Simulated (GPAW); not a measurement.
# Work function of VGe2P4 monolayer at several levels

Aim: the work function of both faces of VGe2P4 monolayer, and its spread over functionals and bases.

Calculated with GPAW 26.7.0; GPAW, PAW setups; layer in a repeated cell with vacuum, relaxation of atoms and in-plane cell, in the first sound run; inputs show where later runs differ.

## Step 1: Set-up

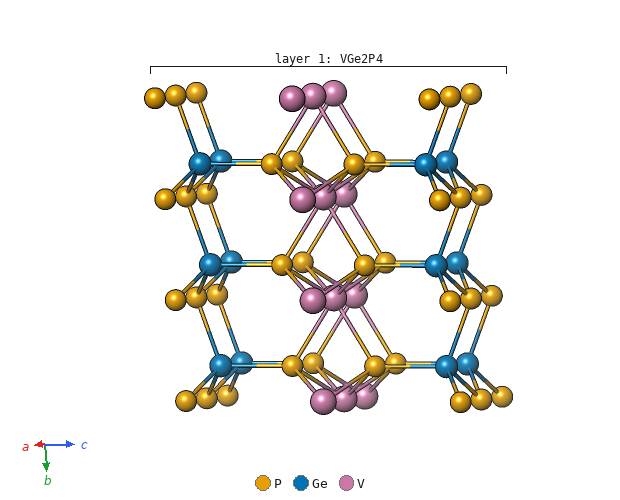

Start, viewed from the side, with the c axis across the page; phosphorus orange, germanium blue, vanadium pink. 2×3×1 cells are drawn. Bonds to atoms that aren't drawn are left out. Some periodic images of atoms are drawn too.

The cell holds 7 atoms: 4 P, 2 Ge and 1 V. Cell: a = 3.580 Å, b = 3.580 Å, c = 24.451 Å, α = 90.0°, β = 90.0°, γ = 120.0°. Vacuum lies along c.

## Step 2: Relaxing the atoms

The atoms are relaxed first, since the surface dipole, and with it the work function, follows the positions of the outer layers.

File run.py:

```python
import json
import numpy as np
from ase import Atoms
from ase.filters import FrechetCellFilter
from ase.optimize import BFGS
from gpaw import GPAW, PW

slab = Atoms(
    ['P', 'Ge', 'P', 'V', 'P', 'Ge', 'P'],
    positions=[
        [0.00000, 0.00000, 8.00000],
        [-0.00000, 2.06691, 8.75357],
        [-0.00000, 2.06691, 10.95357],
        [0.00000, 0.00000, 12.22565],
        [-0.00000, 2.06691, 13.49774],
        [-0.00000, 2.06691, 15.69774],
        [0.00000, 0.00000, 16.45130]],
    cell=[[3.58, 0.0, 0.0], [-1.79, 3.10037, 0.0], [0.0, 0.0, 24.4513]],
    pbc=[True, True, True],
    magmoms=[0.0, 0.0, 0.0, 1.0, 0.0, 0.0, 0.0])

slab.calc = GPAW(mode=PW(600), xc='PBE', kpts={'size': (9, 9, 1), 'gamma': True},
                 occupations={'name': 'fermi-dirac', 'width': 0.05}, nbands='200%',
                 convergence={'density': 1e-05}, maxiter=200,
                 symmetry={'tolerance': 1e-3}, txt='slab.txt')
result = {}
# The in-plane cell is free; stress needs a cell that repeats along all three vectors
path = []
opt = BFGS(FrechetCellFilter(slab, mask=[1, 1, 0, 0, 0, 1]), maxstep=0.2)
opt.attach(lambda: path.append((slab.get_potential_energy(), slab.positions.tolist(), slab.get_forces().tolist())))
result['relaxed'] = bool(opt.run(fmax=0.02, steps=45))
result['path'] = path
result['cell'] = slab.cell.tolist()
print('in-plane lattice', slab.cell.cellpar().round(4)[[0, 1, 5]])
energy = slab.get_potential_energy()
fermi = slab.calc.get_fermi_level()
v = slab.calc.get_electrostatic_potential().mean((0, 1)) - fermi
n = slab.calc.get_pseudo_density().mean((0, 1))
L = slab.cell[2, 2]
z = np.arange(len(v)) * L / len(v)
low, high = slab.positions[:, 2].min(), slab.positions[:, 2].max()
below, above = np.interp([low - 5.8, high + 5.8], z, v)
slopes = [np.interp(x, z, np.gradient(v, z)) for x in (low - 5.8, high + 5.8)]
eps = np.array([[slab.calc.get_eigenvalues(k, s) for k in range(len(slab.calc.get_ibz_k_points()))]
                for s in range(slab.calc.get_number_of_spins())]) - fermi
top, bottom = eps[eps < 0].max(), eps[eps > 0].min()
dipole = slab.get_dipole_moment()[2]
print(f'energy {energy:.4f} eV, Fermi level {fermi:.4f} eV, dipole {dipole:.5f} e A')
print(f'potential 5.8 A off the faces, from the Fermi level: lower {below:.4f} eV, upper {above:.4f} eV')
print(f'slope of the potential there: lower {slopes[0]:.5f}, upper {slopes[1]:.5f} eV/A')
print(f'nearest levels on the mesh: {top:.4f} and {bottom:.4f} eV')
print('magnetic moment', round(slab.get_magnetic_moment(), 3))
result.update(energy=energy, fermi=fermi, dipole=dipole, below=below, above=above, slopes=slopes, edges=[top, bottom],
              z=z.tolist(), v=v.tolist(), n=n.tolist(), positions=slab.positions.tolist(),
              forces=slab.get_forces(apply_constraint=False).tolist(), moments=slab.get_magnetic_moments().tolist())
json.dump(result, open('result.json', 'w'))
```

Run with:

```bash
OMP_NUM_THREADS=1 OPENBLAS_NUM_THREADS=1 python run.py
```

Output:

```text
Step          Energy          fmax
BFGS:    0      -38.387308        3.423849
BFGS:    1      -38.803923        2.866663
BFGS:    2      -39.500317        1.366078
BFGS:    3      -39.552888        1.051478
BFGS:    4      -39.792182        0.765797
BFGS:    5      -39.891904        0.573391
BFGS:    6      -39.937023        0.355922
BFGS:    7      -39.950186        0.356047
BFGS:    8      -39.962887        0.359808
BFGS:    9      -39.971604        0.318305
BFGS:   10      -39.980574        0.316274
BFGS:   11      -39.991370        0.306998
BFGS:   12      -39.998549        0.159353
BFGS:   13      -40.000568        0.036100
BFGS:   14      -40.000816        0.003800
in-plane lattice [  3.5685   3.5685 120.    ]
energy -39.9964 eV, Fermi level 0.2905 eV, dipole 0.00168 e A
potential 5.8 A off the faces, from the Fermi level: lower 5.4324 eV, upper 5.4321 eV
slope of the potential there: lower 0.00001, upper 0.00015 eV/A
nearest levels on the mesh: -0.0721 and 0.0535 eV
magnetic moment 0.852
```

Elapsed: 75 min, on 1 thread of Arm Neoverse V1, shared host; peak memory 0.71 GiB.

Numbers from this step:

| Quantity | Value |
| --- | --- |
| dipole along the normal | 0.001675 e·Å |
| levels nearest the Fermi level on the mesh | -0.07212, 0.05345 eV from the Fermi level |
| site moments | 0.001475, 0.005599, -0.03492, 0.7607, -0.03492, 0.005599, 0.001475 μB |
| sum of the site moments | 0.7050 μB |

The electrostatic potential energy of an electron (without an applied field's), less the Fermi level, planar mean oscillates, so the rows of the table below give means over windows of 1.75 Å about each position, cut where the curve ends. Its maxima inside the range that stand out by 2 % of the span (Å: eV): 7.9: -9.80, 9.8: 2.18, 11.5: -5.65, 12.9: -5.65, 14.7: 2.18, 16.5: -9.80. Its minima: 7.5: -13.4, 8.5: -14.4, 10.9: -11.9, 12.2: -11.4, 13.5: -11.9, 16.0: -14.4, 16.9: -13.4.

The electrostatic potential energy of an electron (without an applied field's), less the Fermi level, planar mean by z; means over each step:

```tsv
z (Å)	electrostatic potential energy of an electron (without an applied field's), less the Fermi level, planar mean (eV)
0.88	5.43
2.62	5.43
4.38	5.42
6.12	3.25
7.88	-11.5
9.62	-1.50
11.38	-8.73
13.12	-8.55
14.88	-1.71
16.62	-11.3
18.38	3.51
20.12	5.42
21.88	5.43
23.62	5.43
```

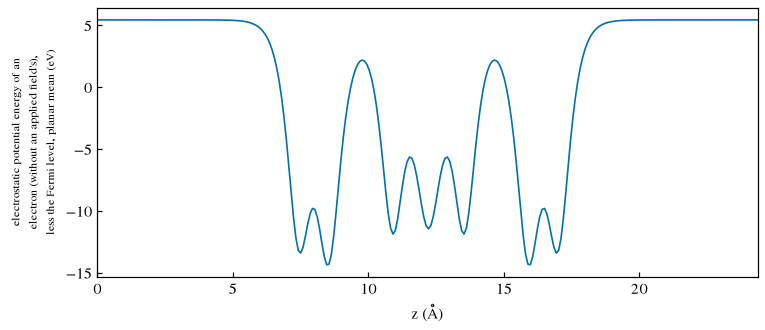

Electrostatic potential energy of an electron (without an applied field's), less the Fermi level, planar mean against z.

The pseudo valence density, planar mean oscillates, so the rows of the table below give means over windows of 2 Å about each position, cut where the curve ends. Its maxima inside the range that stand out by 2 % of the span (Å: e/Å³): 8.0: 0.442, 9.1: 0.227, 12.2: 1.40, 15.4: 0.227, 16.4: 0.442. Its minima: 8.6: 0.0669, 9.6: 0.129, 14.8: 0.129, 15.9: 0.0669.

The pseudo valence density, planar mean by z; means over each step:

```tsv
z (Å)	pseudo valence density, planar mean (e/Å³)
2	0
4	3.0e-4
6	0.0674
8	0.276
10	0.197
12	0.700
14	0.233
16	0.257
18	0.127
20	0.00110
22	3.4e-6
```

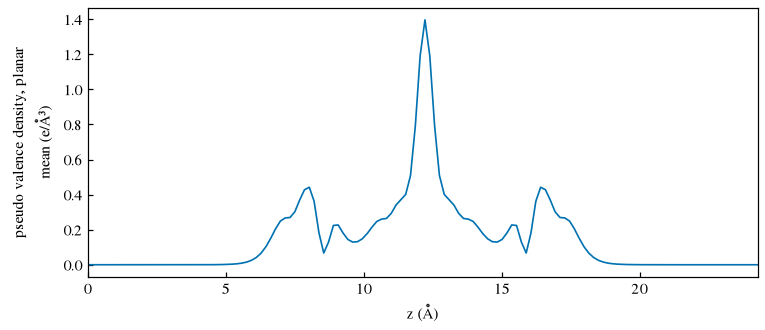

Pseudo valence density, planar mean against z.

Site moment by atom:

```tsv
atom	site moment (μB)
P1	0.001
Ge2	0.006
P3	-0.035
V4	0.761
P5	-0.035
Ge6	0.006
P7	0.001
```

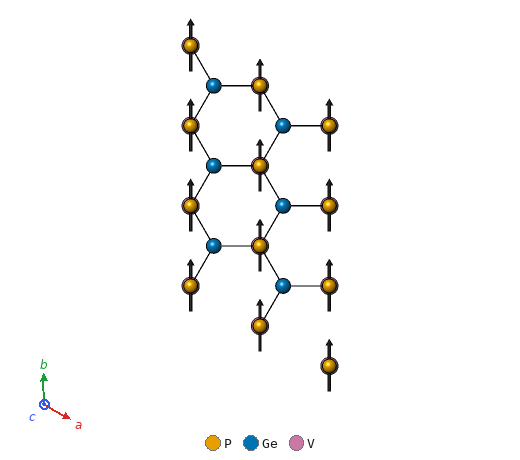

Site moment as arrows, the longest 0.761 μB. Up and down stand for the sign. Arrows give size and sign along the axis of quantisation, drawn up and down the page. Bonds to atoms that aren't drawn are left out. 2×3×1 cells are drawn. Some periodic images of atoms are drawn too.

The relaxation lowered the energy of the cell by 1.62 eV (energies extrapolated to zero smearing; the optimiser's log prints free energies). The largest force left on a free atom is 0.0038 eV/Å.

## Step 3: The slab's potential

The work function is the vacuum plateau of the electrostatic potential less the Fermi level; a dipole layer lets the two faces have plateaus of their own.

This step: GPAW, PAW setups; slab in vacuum (GPAW 26.7.0).

The cell differs from the one that the last finished run ended in (c 24.451 → 25.564 Å).

File run.py:

```python
import json
import numpy as np
from ase import Atoms
from gpaw import GPAW, PW

slab = Atoms(
    ['P', 'Ge', 'P', 'V', 'P', 'Ge', 'P'],
    positions=[
        [-0.00000, -0.00000, 8.00000],
        [-0.00000, 2.06028, 9.09746],
        [-0.00000, 2.06028, 11.46176],
        [0.00000, 0.00000, 12.78174],
        [-0.00000, 2.06028, 14.10173],
        [-0.00000, 2.06028, 16.46603],
        [-0.00000, 0.00000, 17.56349]],
    cell=[[3.56851, 0.0, 0.0], [-1.78425, 3.09042, 0.0], [0.0, 0.0, 25.5635]],
    pbc=[True, True, False],
    magmoms=[0.0, 0.0, 0.0, 1.0, 0.0, 0.0, 0.0])

slab.calc = GPAW(mode=PW(400), xc='PBE', kpts={'size': (9, 9, 1), 'gamma': True},
                 occupations={'name': 'fermi-dirac', 'width': 0.05}, nbands='200%',
                 convergence={'density': 1e-05}, maxiter=200,
                 poissonsolver={'dipolelayer': 'xy'},
                 symmetry={'tolerance': 1e-3}, txt='slab.txt')
result = {}
energy = slab.get_potential_energy()
fermi = slab.calc.get_fermi_level()
v = slab.calc.get_electrostatic_potential().mean((0, 1)) - fermi
n = slab.calc.get_pseudo_density().mean((0, 1))
L = slab.cell[2, 2]
z = np.arange(len(v)) * L / len(v)
low, high = slab.positions[:, 2].min(), slab.positions[:, 2].max()
below, above = np.interp([low - 5.8, high + 5.8], z, v)
slopes = [np.interp(x, z, np.gradient(v, z)) for x in (low - 5.8, high + 5.8)]
eps = np.array([[slab.calc.get_eigenvalues(k, s) for k in range(len(slab.calc.get_ibz_k_points()))]
                for s in range(slab.calc.get_number_of_spins())]) - fermi
top, bottom = eps[eps < 0].max(), eps[eps > 0].min()
dipole = slab.get_dipole_moment()[2]
print(f'energy {energy:.4f} eV, Fermi level {fermi:.4f} eV, dipole {dipole:.5f} e A')
print(f'potential 5.8 A off the faces, from the Fermi level: lower {below:.4f} eV, upper {above:.4f} eV')
print(f'slope of the potential there: lower {slopes[0]:.5f}, upper {slopes[1]:.5f} eV/A')
print(f'nearest levels on the mesh: {top:.4f} and {bottom:.4f} eV')
print('magnetic moment', round(slab.get_magnetic_moment(), 3))
result.update(energy=energy, fermi=fermi, dipole=dipole, below=below, above=above, slopes=slopes, edges=[top, bottom],
              z=z.tolist(), v=v.tolist(), n=n.tolist(), positions=slab.positions.tolist(),
              forces=slab.get_forces(apply_constraint=False).tolist(), moments=slab.get_magnetic_moments().tolist())
json.dump(result, open('result.json', 'w'))
```

Output:

```text
energy -39.9687 eV, Fermi level 0.0419 eV, dipole 0.00142 e A
potential 5.8 A off the faces, from the Fermi level: lower 5.4304 eV, upper 5.4340 eV
slope of the potential there: lower -0.00011, upper 0.00011 eV/A
nearest levels on the mesh: -0.0729 and 0.0542 eV
magnetic moment 0.851
```

It took 3.7 min on 1 thread; peak memory 0.32 GiB.

Numbers from this step:

```
dipole along the normal                    : 0.001416 e·Å
levels nearest the Fermi level on the mesh : -0.07292, 0.05424 eV from the Fermi level
upper work function                        : 5.434 eV
lower work function                        : 5.430 eV
site moments                               : 0.001476, 0.005596, -0.03486, 0.7592, -0.03486, 0.005596, 0.001476 μB
sum of the site moments                    : 0.7036 μB
```

The electrostatic potential energy of an electron (without an applied field's), less the Fermi level, planar mean oscillates, so the rows of the table below give means over windows of 1.81 Å about each position, cut where the curve ends. Its maxima inside the range that stand out by 2 % of the span (Å: eV): 8.5: -9.78, 10.3: 2.18, 12.1: -5.67, 13.4: -5.67, 15.2: 2.18, 17.0: -9.78. Its minima: 8.1: -13.3, 9.1: -14.4, 11.5: -11.9, 12.8: -11.5, 14.1: -11.9, 16.5: -14.4, 17.5: -13.3.

The electrostatic potential energy of an electron (without an applied field's), less the Fermi level, planar mean by z; means over each step:

```tsv
z (Å)	electrostatic potential energy of an electron (without an applied field's), less the Fermi level, planar mean (eV)
0.91	5.43
2.71	5.43
4.52	5.43
6.33	4.54
8.14	-9.49
9.95	-2.99
11.76	-7.95
13.57	-8.91
15.38	-1.75
17.20	-11.1
19.00	3.78
20.81	5.42
22.62	5.43
24.43	5.43
```

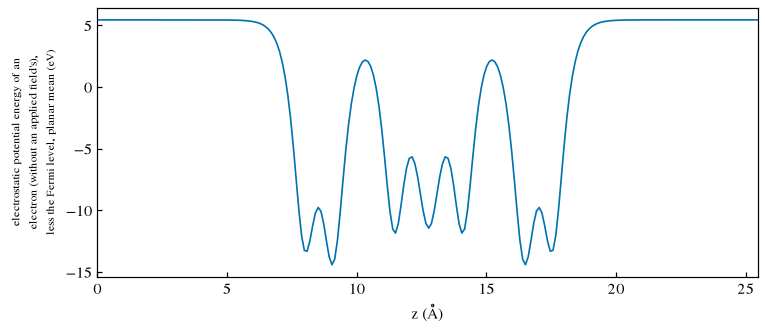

Electrostatic potential energy of an electron (without an applied field's), less the Fermi level, planar mean, plotted against z.

The pseudo valence density, planar mean oscillates, so the rows of the table below give means over windows of 2 Å about each position, cut where the curve ends. Its maxima inside the range that stand out by 2 % of the span (Å: e/Å³): 8.5: 0.444, 9.6: 0.235, 12.8: 1.40, 16.0: 0.235, 17.0: 0.444. Its minima: 9.2: 0.0685, 10.2: 0.128, 15.3: 0.128, 16.4: 0.0685.

Table of pseudo valence density, planar mean by z; means over each step:

```tsv
z (Å)	pseudo valence density, planar mean (e/Å³)
4	6.1e-5
6	0.0189
8	0.282
10	0.167
12	0.597
14	0.369
16	0.192
18	0.227
20	0.00560
22	1.7e-5
```

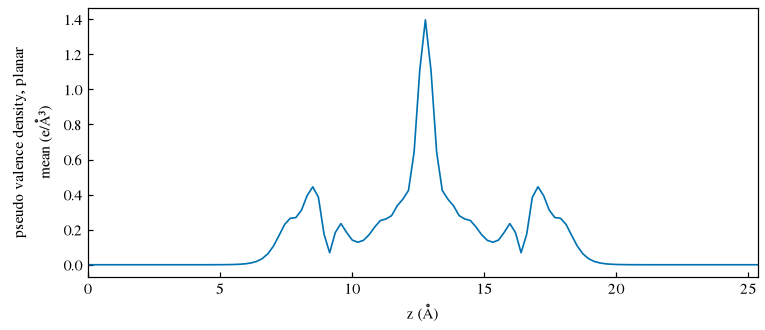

Pseudo valence density, planar mean against z.

The potential is flat to 1.1e-4 eV/Å where it is read, so the vacuum is wide enough.

## Step 4: Self-consistent run: xc = "vdW-DF2"

The same geometry under vdW-DF2, to see how far the functional moves the levels against the vacuum (the van der Waals functionals take revPBE setups).

Changes to run.py since step 3:

```diff
@@ -19,3 +19,3 @@
 
-slab.calc = GPAW(mode=PW(400), xc='PBE', kpts={'size': (9, 9, 1), 'gamma': True},
+slab.calc = GPAW(mode=PW(400), xc='vdW-DF2', kpts={'size': (9, 9, 1), 'gamma': True},
                  occupations={'name': 'fermi-dirac', 'width': 0.05}, nbands='200%',
```

Output:

```text
energy -307.8752 eV, Fermi level -0.0711 eV, dipole 0.00141 e A
potential 5.8 A off the faces, from the Fermi level: lower 5.7168 eV, upper 5.7205 eV
slope of the potential there: lower -0.00023, upper 0.00023 eV/A
nearest levels on the mesh: -0.0290 and 0.0236 eV
magnetic moment 0.879
```

Wall time 3.5 min (1 thread); peak memory 0.53 GiB.

Numbers from this step:

```
dipole along the normal                    : 0.001412 e·Å
levels nearest the Fermi level on the mesh : -0.02899, 0.02364 eV from the Fermi level
upper work function                        : 5.720 eV
lower work function                        : 5.717 eV
site moments                               : 0.002890, 0.005855, -0.03154, 0.7726, -0.03154, 0.005855, 0.002890 μB
sum of the site moments                    : 0.7270 μB
```

The electrostatic potential energy of an electron (without an applied field's), less the Fermi level, planar mean oscillates, so the rows of the table below give means over windows of 1.81 Å about each position, cut where the curve ends. Its maxima inside the range that stand out by 2 % of the span (Å: eV): 8.5: -9.76, 10.3: 1.95, 12.1: -5.75, 13.4: -5.75, 15.2: 1.95, 17.0: -9.76. Its minima: 8.1: -13.3, 9.1: -14.5, 11.5: -11.9, 12.8: -11.6, 14.1: -11.9, 16.5: -14.5, 17.5: -13.3.

The electrostatic potential energy of an electron (without an applied field's), less the Fermi level, planar mean by z; means over each step:

```tsv
z (Å)	electrostatic potential energy of an electron (without an applied field's), less the Fermi level, planar mean (eV)
0.91	5.72
2.71	5.72
4.52	5.71
6.33	4.74
8.14	-9.49
9.95	-3.17
11.76	-8.03
13.57	-8.98
15.38	-1.92
17.20	-11.1
19.00	3.95
20.81	5.71
22.62	5.72
24.43	5.72
```

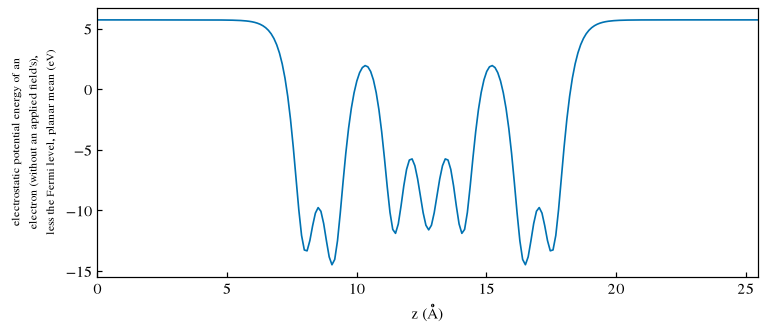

Electrostatic potential energy of an electron (without an applied field's), less the Fermi level, planar mean against z.

The pseudo valence density, planar mean oscillates, so the rows of the table below give means over windows of 2.5 Å about each position, cut where the curve ends. Its maxima inside the range that stand out by 2 % of the span (Å: e/Å³): 8.5: 0.447, 9.6: 0.235, 12.8: 1.39, 16.0: 0.235, 17.0: 0.447. Its minima: 9.2: 0.0685, 10.2: 0.125, 15.3: 0.125, 16.4: 0.0685.

Table of pseudo valence density, planar mean by z; means over each step:

```tsv
z (Å)	pseudo valence density, planar mean (e/Å³)
2.5	4.1e-6
5.0	0.00210
7.5	0.214
10.0	0.182
12.5	0.622
15.0	0.210
17.5	0.247
20.0	0.00938
22.5	1.3e-5
```

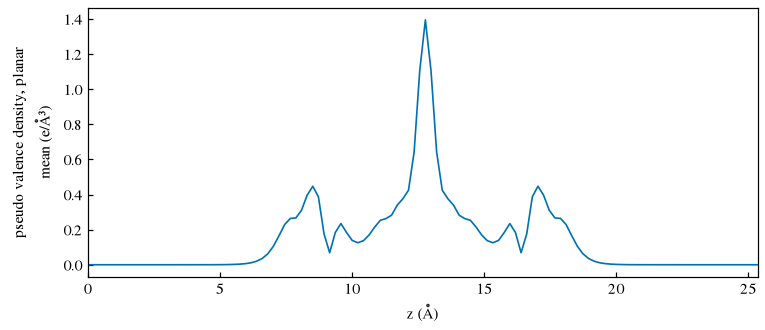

Pseudo valence density, planar mean against z.

Force by atom:

```tsv
atom	x (eV/Å)	y (eV/Å)	z (eV/Å)	size
P1	0.000	0.000	-0.421	0.421
Ge2	0.000	0.000	-0.039	0.039
P3	0.000	0.000	-0.206	0.206
V4	0.000	0.000	0.000	0.000
P5	0.000	0.000	0.206	0.206
Ge6	0.000	0.000	0.039	0.039
P7	0.000	0.000	0.421	0.421
```

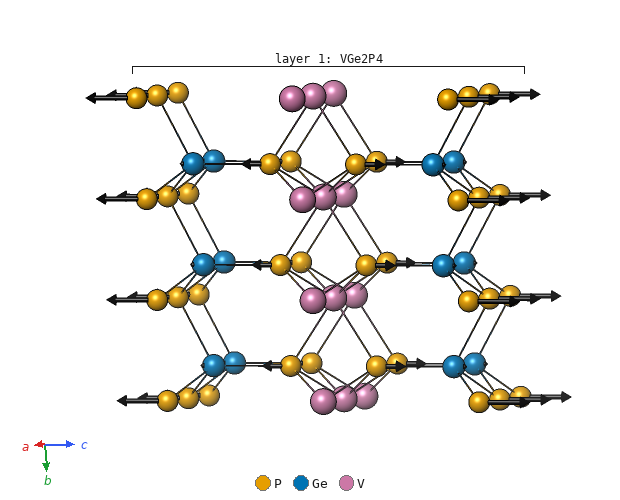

Force as arrows, the longest 0.421 eV/Å. Bonds to atoms that aren't drawn are left out. 2×3×1 cells are drawn. Some periodic images of atoms are drawn too.

The upper face's work function is 5.720 eV, against 5.434 eV in the first plane-wave PBE run at this geometry.

## Step 5: Self-consistent run: xc = "revPBE"

The same geometry under revPBE, to see how far the functional moves the levels against the vacuum.

Changes to run.py since step 4:

```diff
@@ -19,3 +19,3 @@
 
-slab.calc = GPAW(mode=PW(400), xc='vdW-DF2', kpts={'size': (9, 9, 1), 'gamma': True},
+slab.calc = GPAW(mode=PW(400), xc='revPBE', kpts={'size': (9, 9, 1), 'gamma': True},
                  occupations={'name': 'fermi-dirac', 'width': 0.05}, nbands='200%',
```

Output:

```text
energy -37.9131 eV, Fermi level 0.1296 eV, dipole 0.00141 e A
potential 5.8 A off the faces, from the Fermi level: lower 5.3411 eV, upper 5.3448 eV
slope of the potential there: lower -0.00011, upper 0.00011 eV/A
nearest levels on the mesh: -0.0364 and 0.0198 eV
magnetic moment 0.885
```

It took 3.7 min on 1 thread; peak memory 0.32 GiB.

This step gave:

| Item | Value |
| --- | --- |
| dipole along the normal | 0.001411 e·Å |
| levels nearest the Fermi level on the mesh | -0.03638, 0.01976 eV from the Fermi level |
| upper work function | 5.345 eV |
| lower work function | 5.341 eV |
| site moments | 0.001573, 0.006075, -0.03925, 0.7970, -0.03925, 0.006075, 0.001573 μB |
| sum of the site moments | 0.7338 μB |

The upper face's work function is 5.345 eV, against 5.434 eV in the first plane-wave PBE run at this geometry.

(Part 1 of 2 ends here.)

[Logs are printed without paths, hosts, clocks, repeated set-up lines and the standing remarks that a program may print on its own settings, such as how far it seeks lower states.]

[Hosts, paths, dates, database ids (printed as entryN), source tags and the programs' standing remarks are cut or masked in the printed files.]
